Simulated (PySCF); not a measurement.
**C6H11F3: density, localisation and related maps**

The calculation's input:

```
{"job": {"xc": "PBE0", "basis": "pcSseg-1", "solvent": "water", "kind": "nmr", "pop": true}, "charge": 0, "multiplicity": 1}
C      3.166010     0.393907     0.197763
C      1.874270    -0.401424     0.286553
F      1.944386    -1.462806    -0.602510
C      0.645399     0.435930    -0.063259
C     -0.646604    -0.349179     0.141180
F     -0.809101    -0.610632     1.489366
C     -1.890410     0.421983    -0.323800
C     -3.161086    -0.400543    -0.198121
F     -1.703111     0.779984    -1.644326
H      4.015200    -0.262048     0.371616
H      3.167920     1.181231     0.945395
H      3.264645     0.836611    -0.790484
H      1.758817    -0.855968     1.278880
H      0.702380     0.740527    -1.109140
H      0.630248     1.324916     0.568634
H     -0.590695    -1.322543    -0.361322
H     -1.968668     1.361596     0.239001
H     -3.093050    -1.285530    -0.826497
H     -4.018429     0.188522    -0.512734
H     -3.293269    -0.703856     0.836137
```

Launched as:

```sh
OMP_NUM_THREADS=1 python ens_run.py task.json out
```

Geometry: GFN2-xTB.

These are results of PySCF, PBE0/pcSseg-1, SCF density, in a water solvent model, non-relativistic, not measurements.

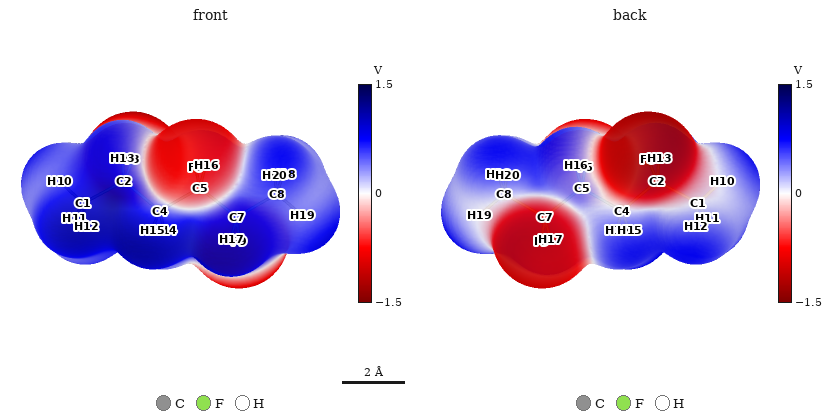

Figure 1. The molecular electrostatic potential painted on the density surface at 0.002 e/bohr³, seen from the front and from behind; the colour scale runs from red (negative) to blue (positive).

Which sites attract a positive test charge, and which a negative one?

A positive charge is drawn to the negative regions and a negative charge to the positive ones. The most negative region (about −1.2 V, or −28 kcal/mol for a unit charge) lies over F3, the most positive (about +1.2 V, or +28 kcal/mol for a unit charge) over H11 and H15.

What dipole moment does the calculation give?

Its dipole moment is 2.17 D.

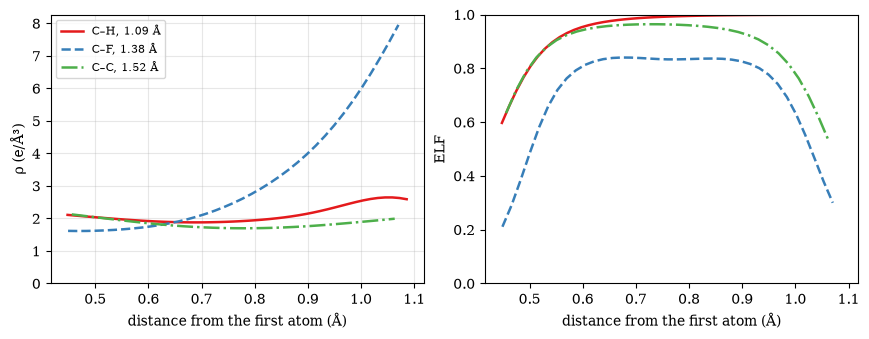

Figure 2. Total electron density and ELF along straight lines between neighbouring atoms. The curves leave out the atomic cores.

What can be read from the curves?

C–H (1.09 Å): the density is about 2 e/Å³ at the midpoint; the ELF climbs to about 1 towards the hydrogen, as it does in any bond to H: an ordinary covalent bond to hydrogen.
C–F (1.38 Å): ρ is about 2.1 e/Å³ halfway, with its minimum of 1.6 e/Å³ about 0.5 Å from C; the ELF peaks at about 0.85 between the atoms, as expected for a shared but strongly polarised pair.
C–C (1.52 Å): ρ at the midpoint is about 1.7 e/Å³; the ELF peaks at about 0.95 between the atoms (localised, covalent bonding).
